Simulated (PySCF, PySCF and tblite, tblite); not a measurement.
# C₅H₆F₂: conformers and averaged spectra

Aim: find the conformers of C₅H₆F₂ (`FC1=CCC[C@@H]1F`), weigh them, and average their properties.

Programs: PySCF 2.14.0 with density-fitted response routines of our own, and tblite 0.8.0. All values are computed, except where a source is named. Atoms count from 0 throughout.

### 1 The molecule as given

13 atoms, charge 0, multiplicity 1; geometry from: MMFF94s geometry.

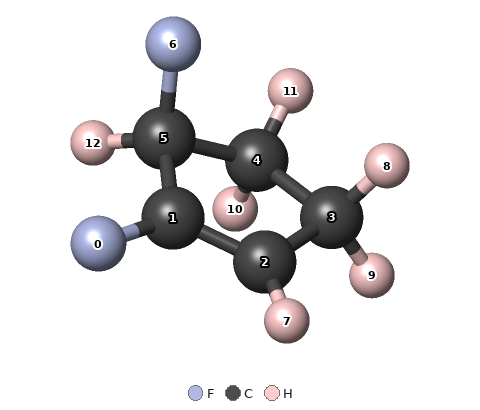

The starting geometry (fluorine light blue, carbon dark grey, hydrogen pink), atoms numbered.

### 2 GFN2-xTB relaxation, conformer 1

Job settings and geometry (Å):

```
{"job": {"xc": "GFN2-xTB", "basis": "xTB", "kind": "relax"}, "charge": 0, "multiplicity": 1}
F     -2.155800     1.332500    -0.765100
C     -1.043600     0.691200    -0.432100
C      0.181500     1.234700    -0.514900
C      1.220500     0.281900    -0.081600
C      0.408900    -0.798600     0.673200
C     -1.011100    -0.707200     0.096800
F     -1.141900    -1.606000    -0.911600
H      0.373400     2.236500    -0.889600
H      1.752500    -0.145600    -0.936900
H      1.945600     0.742300     0.599000
H      0.394600    -0.565500     1.736800
H      0.844800    -1.794800     0.541000
H     -1.773900    -0.900800     0.867300
```

Command:

```bash
$ OMP_NUM_THREADS=1 python ens_run.py task.json out
```

This one command runs the whole study; its stages follow in the order run.

Standard output:

```text
step      E/eV     max force
  0    -631.53596    1.772
  1    -631.57628    1.381
  2    -631.59350    0.322
  3    -631.59997    0.225
  4    -631.60862    0.243
  5    -631.61276    0.196
  6    -631.61485    0.095
  7    -631.61588    0.099
  8    -631.61657    0.078
  9    -631.61703    0.057
 10    -631.61728    0.037
 11    -631.61728    0.037
 12    -631.61738    0.026
 13    -631.61764    0.051
 14    -631.61772    0.033
 15    -631.61783    0.046
 16    -631.61804    0.056
 17    -631.61817    0.043
 18    -631.61835    0.037
 19    -631.61848    0.043
 20    -631.61865    0.042
 21    -631.61885    0.042
 22    -631.61906    0.035
 23    -631.61922    0.032
 24    -631.61933    0.035
 25    -631.61944    0.041
 26    -631.61958    0.038
 27    -631.61973    0.036
 28    -631.61988    0.032
 29    -631.62003    0.029
 30    -631.62015    0.029
 31    -631.62026    0.030
 32    -631.62037    0.030
 33    -631.62050    0.037
 34    -631.62067    0.042
 35    -631.62082    0.031
 36    -631.62093    0.025
 37    -631.62101    0.025
 38    -631.62110    0.030
 39    -631.62121    0.033
 40    -631.62132    0.033
 41    -631.62140    0.026
 42    -631.62146    0.020
 43    -631.62152    0.020
 44    -631.62157    0.022
 45    -631.62163    0.023
 46    -631.62167    0.018
 47    -631.62170    0.013
 48    -631.62172    0.010
 49    -631.62173    0.005
 50    -631.62173    0.004
```

Run time: 0.2 s. Hardware: 1 thread of Arm Neoverse V2, shared host.

The energy fell by 0.086 eV, and the atoms moved 0.09 Å (root mean square).

### 3 Shieldings, conformer 1: CAM-B3LYP/pcSseg-1 in acetonitrile

Job settings and geometry (Å):

```
{"job": {"xc": "CAM-B3LYP", "basis": "pcSseg-1", "solvent": "acetonitrile", "kind": "nmr", "pop": true}, "charge": 0, "multiplicity": 1}
F     -2.182906     1.271141    -0.795518
C     -1.022006     0.705373    -0.441157
C      0.181946     1.240056    -0.553660
C      1.231304     0.305420    -0.037693
C      0.428852    -0.815462     0.652947
C     -1.008932    -0.682452     0.137593
F     -1.256228    -1.619567    -0.855147
H      0.410214     2.206844    -0.962933
H      1.829596    -0.078831    -0.867020
H      1.908372     0.806182     0.654544
H      0.440492    -0.680581     1.733356
H      0.817313    -1.805553     0.422913
H     -1.782405    -0.852083     0.894046
```

Standard output:

```text
coarse grid: 11328 points
cycle   1  E = -393.4721776642  dE =  1.192e+00  |g| = 6.776e-01  |ddm| = 3.187e+00
cycle   2  E = -393.4473104202  dE =  2.487e-02  |g| = 8.380e-01  |ddm| = 8.833e-01
cycle   3  E = -393.5509908005  dE = -1.037e-01  |g| = 4.701e-02  |ddm| = 4.788e-01
cycle   4  E = -393.5513660882  dE = -3.753e-04  |g| = 2.294e-02  |ddm| = 4.716e-02
cycle   5  E = -393.5514783605  dE = -1.123e-04  |g| = 6.637e-03  |ddm| = 2.203e-02
cycle   6  E = -393.5514881085  dE = -9.748e-06  |g| = 1.824e-03  |ddm| = 6.298e-03
final grid: 111480 points
cycle   7  E = -393.6157034453  dE = -2.841e-05  |g| = 5.821e-03  |ddm| = 1.509e-02
cycle   8  E = -393.6157008145  dE =  2.631e-06  |g| = 7.308e-03  |ddm| = 8.564e-03
cycle   9  E = -393.6157096013  dE = -8.787e-06  |g| = 3.613e-04  |ddm| = 4.593e-03
cycle  10  E = -393.6157096213  dE = -2.000e-08  |g| = 1.737e-04  |ddm| = 3.785e-04
cycle  11  E = -393.6157096274  dE = -6.133e-09  |g| = 3.226e-05  |ddm| = 1.399e-04
cycle  12  E = -393.6157096277  dE = -2.118e-10  |g| = 1.195e-05  |ddm| = 3.014e-05
converged SCF energy = -393.6157096277

GIAO shielding tensors (ppm)
atom      isotropic    diamagn.    paramagn.     s11        s22        s33       span
  0 F      322.317     473.680    -151.363    231.147    313.524    422.281    191.133
  1 C       11.051     252.788    -241.737    -88.625     48.372     73.406    162.031
  2 C       59.440     257.478    -198.038    -37.875     69.626    146.569    184.444
  3 C      156.715     246.557     -89.842    139.773    156.865    173.507     33.733
  4 C      150.896     247.368     -96.471    129.023    152.393    171.273     42.249
  5 C       85.012     243.690    -158.678     55.641     78.014    121.380     65.738
  6 F      377.226     474.280     -97.054    339.621    394.412    397.645     58.024
  7 H       25.807      30.141      -4.333     24.058     25.355     28.009      3.952
  8 H       28.891      29.230      -0.339     25.219     26.523     34.932      9.713
  9 H       29.323      29.213       0.110     24.954     27.074     35.941     10.986
 10 H       29.292      29.729      -0.437     24.673     27.855     35.349     10.676
 11 H       29.529      29.443       0.086     25.854     27.786     34.945      9.091
 12 H       26.014      28.639      -2.625     22.872     25.984     29.187      6.315
```

It took 21 s on 1 thread of Arm Neoverse V2, shared host; peak memory 0.78 GiB.

In short: HOMO -8.72 eV, LUMO 1.37 eV; dipole 3.47 D.

### 4 Couplings, conformer 1: B3LYP/pcJ-1+6-31G*

Changed since step 3:

```diff
@@ -1,2 +1,2 @@
-{"job": {"xc": "CAM-B3LYP", "basis": "pcSseg-1", "solvent": "acetonitrile", "kind": "nmr", "pop": true}, "charge": 0, "multiplicity": 1}
+{"job": {"xc": "B3LYP", "basis": {"default": "6-31G*", "H": "pcJ-1", "F": "pcJ-1"}, "nuclei": ["H", "F", "P", "Si", "B"], "kind": "j"}, "charge": 0, "multiplicity": 1}
 F     -2.182906     1.271141    -0.795518
```

Standard output:

```text
coarse grid: 11328 points
cycle   1  E = -393.7494527012  dE =  9.625e-01  |g| = 6.846e-01  |ddm| = 3.194e+00
cycle   2  E = -393.6648775357  dE =  8.458e-02  |g| = 1.015e+00  |ddm| = 1.079e+00
cycle   3  E = -393.8285499117  dE = -1.637e-01  |g| = 9.841e-02  |ddm| = 6.675e-01
cycle   4  E = -393.8304270064  dE = -1.877e-03  |g| = 4.727e-02  |ddm| = 1.312e-01
cycle   5  E = -393.8309329761  dE = -5.060e-04  |g| = 1.223e-02  |ddm| = 4.652e-02
cycle   6  E = -393.8309594151  dE = -2.644e-05  |g| = 5.345e-03  |ddm| = 1.386e-02
cycle   7  E = -393.8309661483  dE = -6.733e-06  |g| = 7.893e-04  |ddm| = 5.098e-03
final grid: 111480 points
cycle   8  E = -393.8099713715  dE = -9.491e-05  |g| = 8.258e-03  |ddm| = 2.194e-02
cycle   9  E = -393.8099547894  dE =  1.658e-05  |g| = 1.279e-02  |ddm| = 1.501e-02
cycle  10  E = -393.8099851634  dE = -3.037e-05  |g| = 1.115e-03  |ddm| = 9.193e-03
cycle  11  E = -393.8099853671  dE = -2.036e-07  |g| = 3.238e-04  |ddm| = 1.073e-03
cycle  12  E = -393.8099853847  dE = -1.759e-08  |g| = 1.371e-04  |ddm| = 3.501e-04
cycle  13  E = -393.8099853890  dE = -4.360e-09  |g| = 3.711e-05  |ddm| = 1.409e-04
cycle  14  E = -393.8099853893  dE = -3.312e-10  |g| = 7.453e-06  |ddm| = 3.880e-05
converged SCF energy = -393.8099853893

Indirect spin-spin couplings (Hz)
  i      j    bonds     total        FC       PSO       DSO        SD
  0 F    6 F    3    -27.970   -10.197   -10.419    -0.382    -6.972
  0 F    7 H    3     -0.817     4.133    -3.766    -0.533    -0.651
  0 F    8 H    4      7.038     7.902     0.457    -1.328     0.007
  0 F    9 H    4      5.377     6.251     0.598    -1.391    -0.082
  0 F   10 H    4     -1.325    -0.625     0.523    -1.144    -0.080
  0 F   11 H    4      1.459     2.360     0.553    -1.576     0.122
  0 F   12 H    3      0.027    -0.563     0.895    -0.092    -0.213
  6 F    7 H    4     -4.801    -5.553     1.375    -1.398     0.775
  6 F    8 H    4     15.286    15.265     0.328    -0.143    -0.164
  6 F    9 H    4     13.280    13.811     1.174    -1.526    -0.179
  6 F   10 H    3     30.693    31.804     0.792    -1.669    -0.234
  6 F   11 H    3     26.633    25.906     0.749     0.579    -0.601
  6 F   12 H    2     64.016    60.657     7.984    -0.724    -3.901
  7 H    8 H    3      2.625     2.918     0.692    -0.986         -
  7 H    9 H    3      3.992     4.142     0.493    -0.643         -
  7 H   10 H    4     -1.021    -0.472     1.065    -1.614         -
  7 H   11 H    4     -0.255     0.375     1.304    -1.933         -
  7 H   12 H    4     -0.658     0.031     1.280    -1.969         -
  8 H    9 H    2    -17.742   -17.427     1.892    -2.206         -
  8 H   10 H    3      6.086     6.852     1.582    -2.348         -
  8 H   11 H    3      8.514     8.321    -0.274     0.466         -
  8 H   12 H    4      2.169     2.810     1.351    -1.992         -
  9 H   10 H    3      9.856     9.662    -0.251     0.445         -
  9 H   11 H    3      0.233     0.746     1.051    -1.564         -
  9 H   12 H    4     -0.642    -0.166     0.975    -1.451         -
 10 H   11 H    2    -15.677   -15.321     1.761    -2.117         -
 10 H   12 H    3      8.129     7.941    -0.397     0.584         -
 11 H   12 H    3     -0.141     0.328     0.933    -1.401         -
```

Run time: 29 s. Hardware: 1 thread of Arm Neoverse V2, shared host; peak memory 0.85 GiB.

In short: HOMO -7.09 eV, LUMO 0.10 eV; dipole 2.83 D.

### 5 Excited states, conformer 1: CAM-B3LYP/def2-SVPD in acetonitrile

Changed since step 4:

```diff
@@ -1,2 +1,2 @@
-{"job": {"xc": "B3LYP", "basis": {"default": "6-31G*", "H": "pcJ-1", "F": "pcJ-1"}, "nuclei": ["H", "F", "P", "Si", "B"], "kind": "j"}, "charge": 0, "multiplicity": 1}
+{"job": {"xc": "CAM-B3LYP", "basis": "def2-SVPD", "nstates": 6, "ntriplets": 0, "solvent": "acetonitrile", "kind": "uv"}, "charge": 0, "multiplicity": 1}
 F     -2.182906     1.271141    -0.795518
```

Standard output:

```text
coarse grid: 11328 points
cycle   1  E = -393.2472813227  dE =  1.137e+00  |g| = 6.178e-01  |ddm| = 5.556e+00
cycle   2  E = -393.2260823784  dE =  2.120e-02  |g| = 7.588e-01  |ddm| = 1.396e+00
cycle   3  E = -393.3191978355  dE = -9.312e-02  |g| = 5.099e-02  |ddm| = 7.307e-01
cycle   4  E = -393.3196218210  dE = -4.240e-04  |g| = 2.469e-02  |ddm| = 1.076e-01
cycle   5  E = -393.3197507156  dE = -1.289e-04  |g| = 7.290e-03  |ddm| = 5.471e-02
cycle   6  E = -393.3197626638  dE = -1.195e-05  |g| = 1.745e-03  |ddm| = 1.392e-02
cycle   7  E = -393.3197634333  dE = -7.695e-07  |g| = 5.147e-04  |ddm| = 3.521e-03
final grid: 111480 points
cycle   8  E = -393.3838200030  dE = -3.359e-05  |g| = 4.488e-03  |ddm| = 8.713e-02
cycle   9  E = -393.3838188345  dE =  1.168e-06  |g| = 5.487e-03  |ddm| = 1.494e-02
cycle  10  E = -393.3838241371  dE = -5.303e-06  |g| = 4.179e-04  |ddm| = 6.283e-03
cycle  11  E = -393.3838241674  dE = -3.022e-08  |g| = 1.597e-04  |ddm| = 8.216e-04
cycle  12  E = -393.3838241732  dE = -5.838e-09  |g| = 1.994e-05  |ddm| = 3.841e-04
cycle  13  E = -393.3838241733  dE = -1.096e-10  |g| = 7.040e-06  |ddm| = 6.384e-05
converged SCF energy = -393.3838241733

Static polarisability (au): isotropic 74.633, principal 62.427 73.245 88.225

Singlet excitations
state   eV       nm        f      main configurations
  1   6.8730    180.4   0.25554   H->L 0.95
  2   7.3138    169.5   0.06385   H->L+1 0.89
  3   7.7787    159.4   0.00436   H->L+2 0.82
  4   8.0562    153.9   0.00537   H-1->L 0.76, H-2->L 0.10
  5   8.4188    147.3   0.00846   H->L+3 0.81, H->L+6 0.10
  6   8.4616    146.5   0.00107   H-2->L 0.76, H-1->L 0.13
```

It took 33 s on 1 thread of Arm Neoverse V2, shared host; peak memory 0.91 GiB.

Key values: HOMO -8.79 eV, LUMO 1.09 eV; dipole 3.81 D; S1 6.87 eV.

### 6 The ensemble: properties at CAM-B3LYP/pcSseg-1 in acetonitrile

Job settings and geometry (Å):

```
{"job": {"study": "conf", "smiles": "FC1=CCC[C@@H]1F", "search": {"seed": 6828, "n_embed": 60, "ff_keep": 14, "window": 3.0, "nmax": 3, "temps": [150, 200, 250, 298.15, 400], "t_ref": 298.15, "order": 0.001}, "level": {"nmr": {"xc": "CAM-B3LYP", "basis": "pcSseg-1", "solvent": "acetonitrile"}, "j": {"xc": "B3LYP", "basis": {"default": "6-31G*", "H": "pcJ-1", "F": "pcJ-1"}, "nuclei": ["H", "F", "P", "Si", "B"]}, "uv": {"xc": "CAM-B3LYP", "basis": "def2-SVPD", "nstates": 6, "ntriplets": 0, "solvent": "acetonitrile"}}, "kind": "conf"}, "charge": 0, "multiplicity": 1}
F     -2.182906     1.271141    -0.795518
C     -1.022006     0.705373    -0.441157
C      0.181946     1.240056    -0.553660
C      1.231304     0.305420    -0.037693
C      0.428852    -0.815462     0.652947
C     -1.008932    -0.682452     0.137593
F     -1.256228    -1.619567    -0.855147
H      0.410214     2.206844    -0.962933
H      1.829596    -0.078831    -0.867020
H      1.908372     0.806182     0.654544
H      0.440492    -0.680581     1.733356
H      0.817313    -1.805553     0.422913
H     -1.782405    -0.852083     0.894046
```

Standard output:

```text
conformer  sym    E(xTB)   E(DFT)   G(298.15 K)  weight  dipole/D
    1     C1      0.000    0.000    0.000   1.0000    3.467

mean shielding (ppm) by class
class atoms           150 K      200 K      250 K   298.15 K      400 K
  0 F  0            322.317    322.317    322.317    322.317    322.317
  1 C  1             11.051     11.051     11.051     11.051     11.051
  2 C  2              59.44      59.44      59.44      59.44      59.44
  3 C  3            156.715    156.715    156.715    156.715    156.715
  4 C  4            150.896    150.896    150.896    150.896    150.896
  5 C  5             85.011     85.011     85.011     85.011     85.011
  6 F  6            377.226    377.226    377.226    377.226    377.226
  7 H  7             25.807     25.807     25.807     25.807     25.807
  8 H  8             28.891     28.891     28.891     28.891     28.891
  9 H  9             29.323     29.323     29.323     29.323     29.323
 10 H  10            29.292     29.292     29.292     29.292     29.292
 11 H  11            29.529     29.529     29.529     29.529     29.529
 12 H  12            26.014     26.014     26.014     26.014     26.014
```

Run time: 83 s. Hardware: 1 thread of Arm Neoverse V2, shared host. This counts the runs that the step sums up.

The search (ETKDG, MMFF94s, GFN2-xTB) embedded 60 structures, kept 2 distinct ones after the force field and 1 after xTB; 1 was carried on (window 3.0 kcal/mol at the search's own energies). Energies: CAM-B3LYP/pcSseg-1 in acetonitrile with D3(BJ).

The conformers at 298 K:

| no. | group | mirror pair | ΔE xTB | ΔE DFT | ΔG | weight (%) | μ (D) | A, B, C (GHz) |
| --- | --- | --- | --- | --- | --- | --- | --- | --- |
| 1 | C1 | no | 0.00 | 0.00 | 0.00 | 100.0 | 3.47 | 3.50, 2.87, 1.80 |

Energies in kcal/mol. ΔG holds xTB vibrations and rotation, symmetry numbers and mirror pairs.

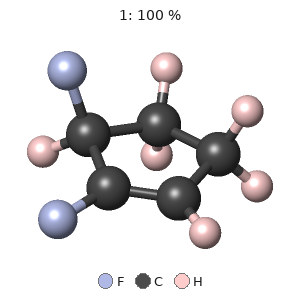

The one conformer.

Shifts against references run at the same level ($^{1}$H TMS 31.76, $^{13}$C TMS 186.0 ppm of shielding), by class of atoms, at 298 K:

| atoms | environment | average |
| --- | --- | --- |
| C1 | fully substituted alkene carbon | 175.0 |
| C2 | alkene CH | 126.6 |
| C5 | allylic sp3 CH bonded to F | 101.0 |
| C4 | sp3 CH2 in a ring | 35.1 |
| C3 | allylic sp3 CH2 | 29.3 |
| H7 | hydrogen on an alkene CH | 5.95 |
| H12 | hydrogen on an allylic sp3 CH bonded to F | 5.74 |
| H8 | hydrogen on an allylic sp3 CH2 | 2.87 |
| H10 | hydrogen on an sp3 CH2 in a ring | 2.46 |
| H9 | hydrogen on an allylic sp3 CH2 | 2.43 |
| H11 | hydrogen on an sp3 CH2 in a ring | 2.23 |
| F0 | vinylic fluorine | 322.3 (σ) |
| F6 | fluorine on an sp3 carbon | 377.2 (σ) |

Couplings (Hz, B3LYP/pcJ-1+6-31G*; one pair named for each class), from conformers that hold 100 % of the weight:

| pair | bonds | average |
| --- | --- | --- |
| F6–H12 | 2 | 64.0 |
| H8–H9 | 2 | -17.7 |
| H10–H11 | 2 | -15.7 |
| F6–H10 | 3 | 30.7 |
| F0–F6 | 3 | -28.0 |
| F6–H11 | 3 | 26.6 |
| H9–H10 | 3 | 9.9 |
| H8–H11 | 3 | 8.5 |
| H10–H12 | 3 | 8.1 |
| H8–H10 | 3 | 6.1 |
| H7–H9 | 3 | 4.0 |
| F6–H8 | 4 | 15.3 |
| F6–H9 | 4 | 13.3 |
| F0–H8 | 4 | 7.0 |
| F0–H9 | 4 | 5.4 |
| F6–H7 | 4 | -4.8 |
| H8–H12 | 4 | 2.2 |
| F0–H11 | 4 | 1.5 |
| F0–H10 | 4 | -1.3 |

Effective distances for nuclear Overhauser effects, ⟨r⁻⁶⟩^(−1/6) over all pairs of two classes (Å): H8···H9 1.76; H10···H11 1.77; H9···H10 2.35; H8···H11 2.38; H10···H12 2.38; H7···H9 2.61; H7···H8 2.69; H11···H12 2.81.

Lowest and brightest singlet by conformer (CAM-B3LYP/def2-SVPD in acetonitrile): no. 1 6.87 and 6.87 eV.

### 7 Summary of results

| quantity | value |
| --- | --- |
| conformers | 1; the first in weight is no. 1 (C1), 100 % at 298 K |
| root-mean-square dipole | 3.47 D |
| averaged $^{13}$C shifts (CAM-B3LYP/pcSseg-1 in acetonitrile) | 175.0, 126.6, 101.0, 35.1, 29.3 ppm |
| averaged $^{1}$H shifts (CAM-B3LYP/pcSseg-1 in acetonitrile) | 5.95, 5.74, 2.87, 2.46, 2.43, 2.23 ppm |

What this shows: The search found one conformer in the window, so the averages are its own values.
